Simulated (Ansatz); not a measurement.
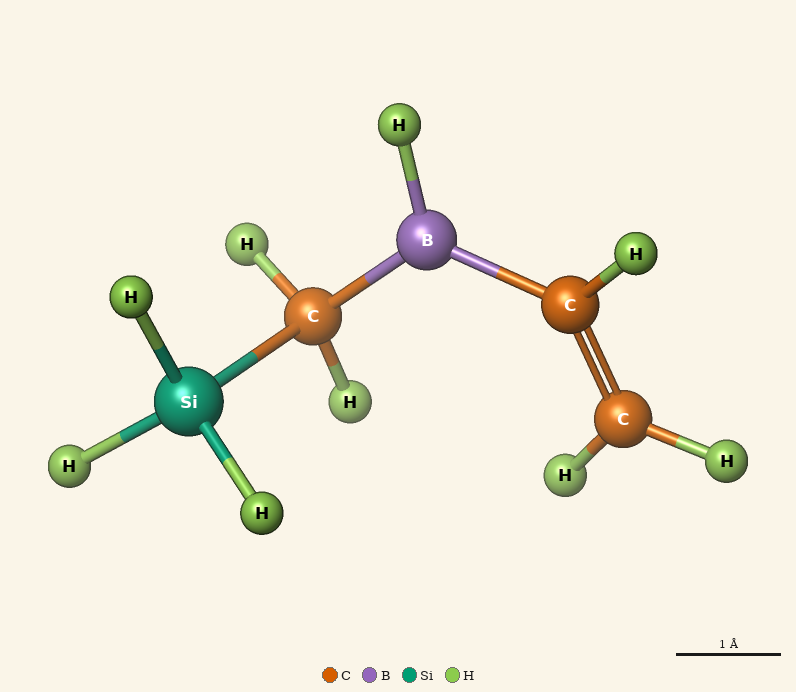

Distant atoms are faded towards the background colour. Computed geometry: PBE-D4/def2-SVP optimisation. No frequency run is at hand to confirm it as a minimum. Masses are those of the most abundant isotopes; constants are for the rigid equilibrium geometry.

Classify the rotor and give the rotational constants (cm⁻¹).

An asymmetric top (C1): A = 0.262, B = 0.0616, C = 0.0581 cm⁻¹. Ray's parameter κ is −0.97, close to the prolate limit.
